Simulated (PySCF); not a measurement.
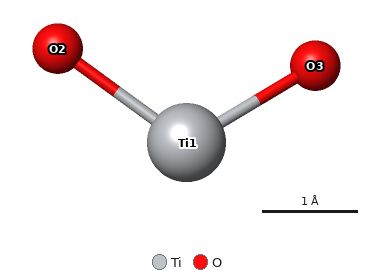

Fig. 1: The structure as given in the input (ball-and-stick view, seen at a tilt; atoms are numbered from 1 in the order of the input). Sticks mark near contacts.

# Run report: TiO2 (charge −1), frequency calculation

- system: TiO2, charge −1, multiplicity 2
- method: UKS-based PBE, Ti def2-SVPD, O def2-SVPD; non-relativistic Hamiltonian; density fitting (PySCF 2.14.0)

**Input**
```python
from pyscf import gto, scf, dft
mol = gto.M(atom='''
Ti     0.000000     0.000000    -0.379280
O      1.386200     0.000000     0.567213
O     -1.386200     0.000000     0.567213''',
    basis={'Ti': 'def2-SVPD', 'O': 'def2-SVPD'},
    charge=-1, spin=1)
mf = dft.UKS(mol, xc='PBE')
mf.grids.atom_grid = (75, 302)
aux = {'Ti': 'def2-universal-JKFIT', 'O': 'def2-universal-JKFIT'}
mf = mf.density_fit(auxbasis=aux)
mf.conv_tol = 1e-09
mf.diis_space = 10
mf.max_cycle = 60
mf.verbose = 4
mf.kernel()
```

The script is an equivalent of the set-up of the self-consistent field. The run itself was carried out by a driver, which started from the orbitals of the step before it where there was one and computed the further properties.

Command:
```bash
OMP_NUM_THREADS=2 python axn.py task.json out
```

**What the program printed**
```
init E= -999.459400564417
  alpha nocc = 20  HOMO = 0.0271706853024489  LUMO = 0.0893521868132434
  beta  nocc = 19  HOMO = -0.0280360470578813  LUMO = 0.0641847559052899
  HOMO = 0.0271706853024  LUMO = 0.0641847559053  gap/eV = 1.00720
cycle= 1 E= -999.459400560783  delta_E= 3.63e-09  |g|= 9.39e-05  |ddm|= 9.38e-05
  alpha nocc = 20  HOMO = 0.027157845611351  LUMO = 0.0893230438186001
  beta  nocc = 19  HOMO = -0.0280277997283722  LUMO = 0.0641689827645155
  HOMO = 0.0271578456114  LUMO = 0.0641689827645  gap/eV = 1.00712
cycle= 2 E= -999.45940043  delta_E= 1.31e-07  |g|= 0.000571  |ddm|= 0.000482
  alpha nocc = 20  HOMO = 0.0271686797728798  LUMO = 0.0893468503945263
  beta  nocc = 19  HOMO = -0.0280393024491743  LUMO = 0.0641818824707316
  HOMO = 0.0271686797729  LUMO = 0.0641818824707  gap/eV = 1.00718
cycle= 3 E= -999.459400562961  delta_E= -1.33e-07  |g|= 6.23e-05  |ddm|= 0.000403
  alpha nocc = 20  HOMO = 0.0271682026288715  LUMO = 0.089346077753738
  beta  nocc = 19  HOMO = -0.0280372130937878  LUMO = 0.0641814552381716
  HOMO = 0.0271682026289  LUMO = 0.0641814552382  gap/eV = 1.00718
cycle= 4 E= -999.459400564511  delta_E= -1.55e-09  |g|= 7.6e-06  |ddm|= 4.01e-05
  alpha nocc = 20  HOMO = 0.0271686319185482  LUMO = 0.0893472709458445
  beta  nocc = 19  HOMO = -0.0280362163601988  LUMO = 0.0641820941903775
  HOMO = 0.0271686319185  LUMO = 0.0641820941904  gap/eV = 1.00719
cycle= 5 E= -999.459400564549  delta_E= -3.82e-11  |g|= 5.17e-08  |ddm|= 1.5e-05
  alpha nocc = 20  HOMO = 0.0271686398640174  LUMO = 0.0893472751695601
  beta  nocc = 19  HOMO = -0.0280362216797121  LUMO = 0.064182097601285
  HOMO = 0.027168639864  LUMO = 0.0641820976013  gap/eV = 1.00719
Extra cycle  E= -999.459400564547  delta_E= 1.36e-12  |g|= 1.89e-07  |ddm|= 1.83e-07
converged SCF energy = -999.459400564547  <S^2> = 0.75282747  2S+1 = 2.0028255
```

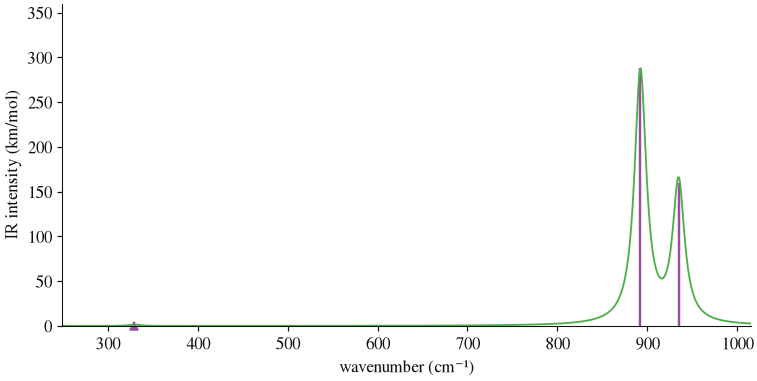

Fig. 2: Harmonic infrared spectrum, unscaled: sticks (degenerate modes added up, dark ones marked on the axis) with a Lorentzian envelope of 16 cm⁻¹ full width, scaled to the tallest stick. 3 modes from 330 to 935 cm⁻¹, none imaginary. The strongest line is at 892 cm⁻¹ (288 km/mol). All modes, in cm⁻¹ (km/mol): 330 (1.5), 892 (288), 935 (160).

**Results in brief**

- outcome: converged
- total energy: −999.459401 hartree
- ⟨S²⟩: 0.753
- zero-point energy: 0.004913 hartree
- wavenumbers, lowest and highest: 330 and 935 cm⁻¹
- hardware: 2 threads of Arm Neoverse N1, 60 GiB of memory available, shared host
- wall time: 38 s (CPU time 68 s)
- peak memory: 0.71 GiB

The highest filled orbital lies above zero: either the extra electron isn't bound at this level, or the self-interaction error of the functional lifts the level.
